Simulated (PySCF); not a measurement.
# C$_{6}$H$_{8}$, SMILES `C=CC=CC=C`: electronic structure

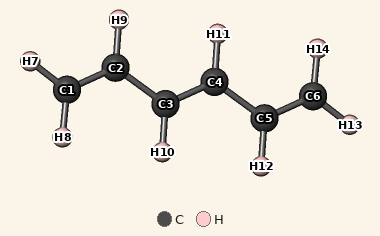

The molecule, with its atoms numbered as below. No frequency check shows the geometry to be a minimum.

Coordinates in Å:

```
C1       3.0430    0.1668    0.0000
C2       1.8488   -0.4222    0.0000
C3       0.6026    0.2965    0.0000
C4      -0.6026   -0.2965    0.0000
C5      -1.8488    0.4222    0.0000
C6      -3.0430   -0.1668    0.0000
H7       3.9589   -0.3984    0.0000
H8       3.1413    1.2401    0.0000
H9       1.7781   -1.5027    0.0000
H10      0.6676    1.3776    0.0000
H11     -0.6676   -1.3776    0.0000
H12     -1.7781    1.5027    0.0000
H13     -3.9589    0.3984    0.0000
H14     -3.1413   -1.2401    0.0000
```

### 1. Bonding charge

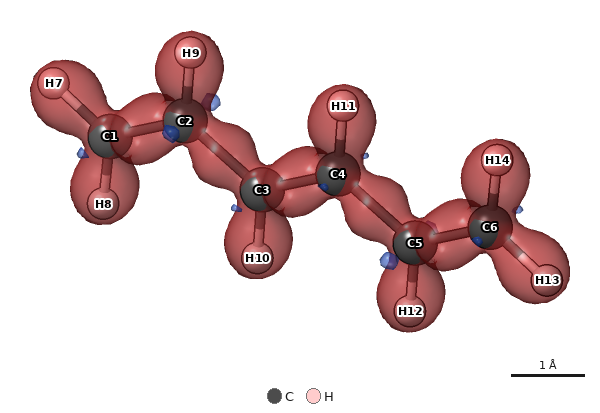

Deformation density (molecule less spherical, spin-averaged free atoms at the same positions), surfaces at ±0.15 e/Å³; red: gain, blue: loss.

Computed with PySCF, PBE0/6-31+G*, geometry: GFN2-xTB.

How much density has each bond gained at its critical point, relative to the free atoms?

Answer. C1–C2 and C5–C6: +0.71 e/Å³ at the bond critical point (bond length 1.33 Å). C3–C4: +0.70 e/Å³ at the bond critical point (bond length 1.34 Å). C1–H7 and C6–H13: +0.69 e/Å³ at the bond critical point (bond length 1.08 Å). C2–H9 and C5–H12: +0.68 e/Å³ at the bond critical point (bond length 1.08 Å). C1–H8 and C6–H14: +0.68 e/Å³ at the bond critical point (bond length 1.08 Å). C3–H10 and C4–H11: +0.68 e/Å³ at the bond critical point (bond length 1.08 Å). C2–C3 and C4–C5: +0.57 e/Å³ at the bond critical point (bond length 1.44 Å). In all, 3.1 electrons gather in the regions of gain relative to the promolecule.

Where do the Hirshfeld charges lie?

Answer. The highest Hirshfeld charge is on H9 and H12 (+0.05 e), the lowest on C1 and C6 (−0.10 e).

### 2. Bond critical points

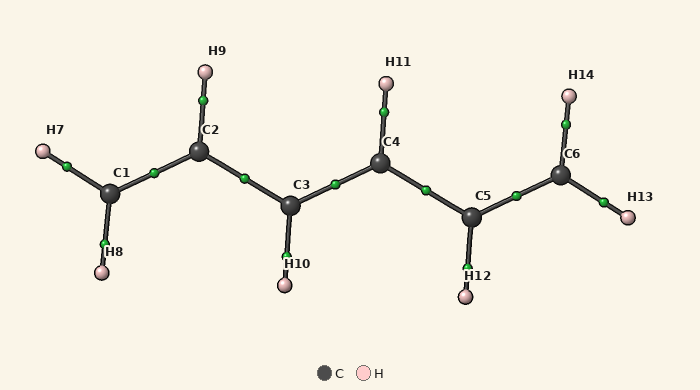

Molecular graph of the electron density (QTAIM): bond paths, bond critical points (green), ring points (magenta, if any); weak paths are dashed.

How many critical points of each kind are there, and does the count close?

Answer. 14 nuclei, 13 bond, 0 ring and 0 cage critical points: 14 − 13 + 0 − 0 = 1, as the Poincaré–Hopf relation requires.

Tabulate density, Laplacian, ellipticity and energy density at the bond critical points (atomic units).

Answer.
```csv
bond,length (Å),ρ (a.u.),∇²ρ (a.u.),ε,H (a.u.)
C1–C2 (2 alike),1.332,0.346,−1.03,0.32,−0.391
C3–C4,1.343,0.340,−1.00,0.31,−0.376
C2–C3 (2 alike),1.439,0.288,−0.77,0.09,−0.268
C1–H7 (2 alike),1.076,0.281,−1.00,0.01,−0.288
C1–H8 (2 alike),1.078,0.280,−0.99,0.01,−0.285
C2–H9 (2 alike),1.083,0.279,−0.99,0.01,−0.282
C3–H10 (2 alike),1.083,0.278,−0.98,0.01,−0.281
```

What kind of interaction is C2–H9?

Answer. Shared-shell (covalent): ρ = 0.279, ∇²ρ = −0.99, H = −0.282 a.u.

### 3. Electrostatic potential

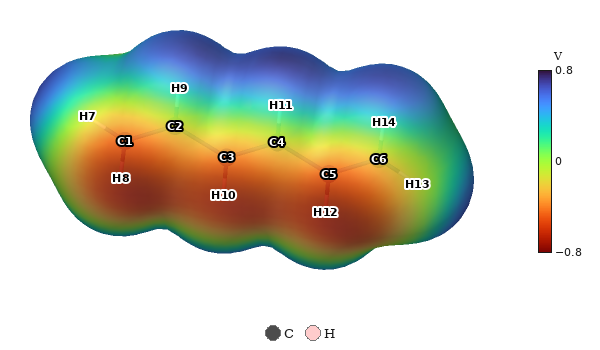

Electrostatic potential on the surface of electron density 0.001 a.u.

Where are the extremes of the potential on the surface?

Answer. Highest: 0.70 V, 1.3 Å from H11. Lowest: −0.68 V, off the C5–C6 bond (2.2 Å from its atoms), and at like points elsewhere. The surface is sampled at points, so like sites can differ by a few per cent and only the strongest of them is named.

### 4. Removing or adding an electron

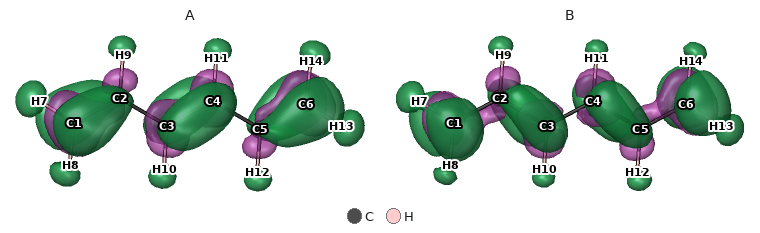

The two Fukui functions at ±0.02 e/Å³ (green positive, purple negative).

Computed with PySCF, PBE/def2-SVP, geometry: GFN2-xTB.

Which panel is f⁻ (electron removed) and which f⁺ (electron added)?

Answer. A is f⁻, B is f⁺. f⁻ (Hirshfeld-condensed) is largest on C1 and C6 (0.15 each) and C3 and C4 (0.10 each); the vertical ionisation energy is 7.95 eV. f⁺ (Hirshfeld-condensed) is largest on C1 and C6 (0.14 each) and C3 and C4 (0.09 each); the vertical electron affinity is −0.46 eV (the stability of the anion's solution wasn't checked; negative, but this basis has no diffuse functions, so it doesn't show that the anion is unbound).

What chemical potential and hardness follow from the two energies?

Answer. μ = −(I + A)/2 = −3.75 eV and η = I − A = 8.41 eV.

### 5. The π system

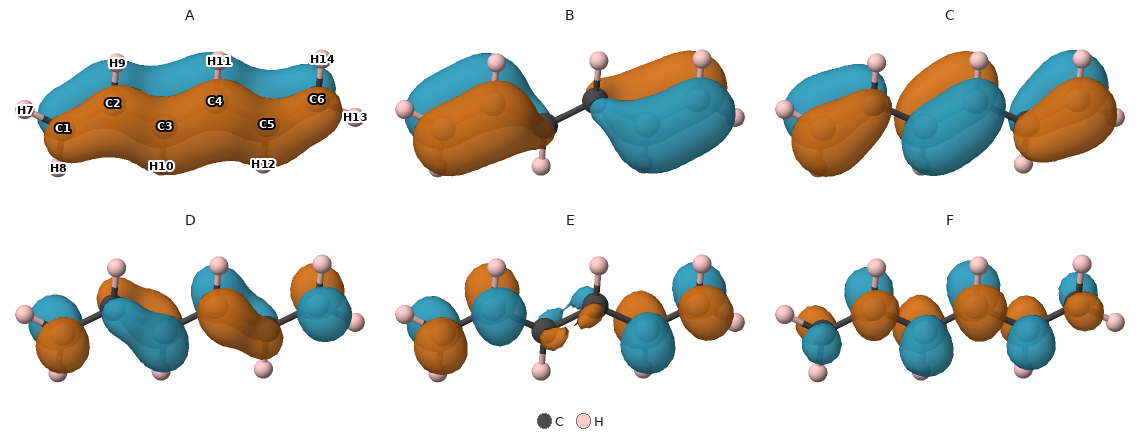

Natural orbitals of the π active space, CASSCF(6,6), singlet state, in order of falling occupation.

Level of theory: def2-SVP basis (PySCF), at a geometry from GFN2-xTB.

What are the natural occupation numbers?

Answer. A 1.94, B 1.92, C 1.87, D 0.14, E 0.08, F 0.05.

How multiconfigurational is the state?

Answer. The leading determinant weighs 0.87; the effective number of unpaired electrons, Σ n²(2−n)², is 0.20; the most occupied of the weakly occupied orbitals holds 0.14 e, as in an ordinary closed-shell π system. The active space lowers the energy by 2.22 eV against Hartree–Fock.

Where does the lowest triplet lie relative to the singlet, at this geometry and within this active space?

Answer. 2.83 eV above it by strongly contracted NEVPT2 (+2.86 eV by CASSCF); a small basis tends to put such gaps a few tenths of an eV too high. This is a vertical energy for π states alone; a state that uses lone pairs or σ orbitals may lie lower.

The PySCF runs shown took 16 s, 8.7 min and 63 s on 1 thread of Arm Neoverse V2 (shared host).
